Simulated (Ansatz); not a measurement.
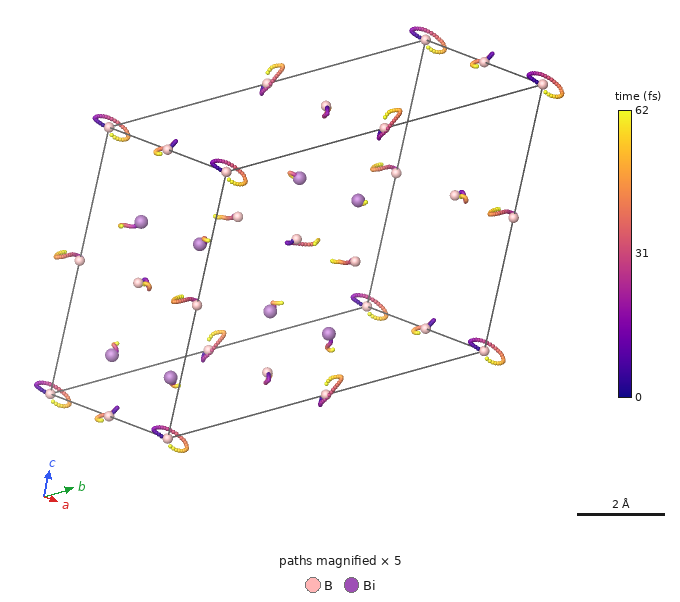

Molecular dynamics of a 16-atom cell of BiB (built on the zincblende type), of which 62 fs are on record. Dots mark each atom's position at evenly spaced times, coloured by time; spheres stand at the starting positions. The excursions are magnified 5 times. Seen slightly off an axis in the reduced simulation cell.

Computed with DFT, r2SCAN, plane waves, PAW (Ansatz). Set-up: plane-wave cutoff 500 eV; k-point mesh 2 × 2 × 2; Fermi-Dirac smearing 0.02 eV; Langevin thermostat (NVT); set temperature 200 K; time step 2 fs.

The input:
```yaml
crystal:
  lattice:
    - [0.0, 5.4897489375, 5.4897489375]
    - [5.4897489375, 0.0, 5.4897489375]
    - [5.4897489375, 5.4897489375, 0.0]
  atoms:
    - { symbol: B, position: [0.0, 0.0, 0.0] }
    - { symbol: Bi, position: [0.125, 0.125, 0.125] }
    - { symbol: B, position: [0.0, 0.0, 0.5] }
    - { symbol: Bi, position: [0.125, 0.125, 0.625] }
    - { symbol: B, position: [0.0, 0.5, 0.0] }
    - { symbol: Bi, position: [0.125, 0.625, 0.125] }
    - { symbol: B, position: [0.0, 0.5, 0.5] }
    - { symbol: Bi, position: [0.125, 0.625, 0.625] }
    - { symbol: B, position: [0.5, 0.0, 0.0] }
    - { symbol: Bi, position: [0.625, 0.125, 0.125] }
    - { symbol: B, position: [0.5, 0.0, 0.5] }
    - { symbol: Bi, position: [0.625, 0.125, 0.625] }
    - { symbol: B, position: [0.5, 0.5, 0.0] }
    - { symbol: Bi, position: [0.625, 0.625, 0.125] }
    - { symbol: B, position: [0.5, 0.5, 0.5] }
    - { symbol: Bi, position: [0.625, 0.625, 0.625] }
kpoints:
  mp_grid: { grid: [2, 2, 2] }
hamiltonian:
  xc: r2scan
scf:
  occupations: { method: fermi_dirac, width: 0.02 }
md:
  ensemble: nvt_langevin
  temperature: 200
  timestep: 2.0
  n_steps: 40
  initial_velocities: maxwell_boltzmann
  seed: 9276
```

Launched with:
```bash
ansatz run input.yaml --threads 4 --pin off --max-ram 3686MiB --backend cpu --events-out ev --progress --plain --runs-dir out
```

Q: What do the traces tell about the motion?

A: Root-mean-square distances from the starting positions over the second half, with the common drift of all atoms taken out: B 0.08 Å, Bi 0.06 Å. The run lasts only 62 fs, too short to tell vibration from diffusion. The run was cut off by its time limit after 31 steps.
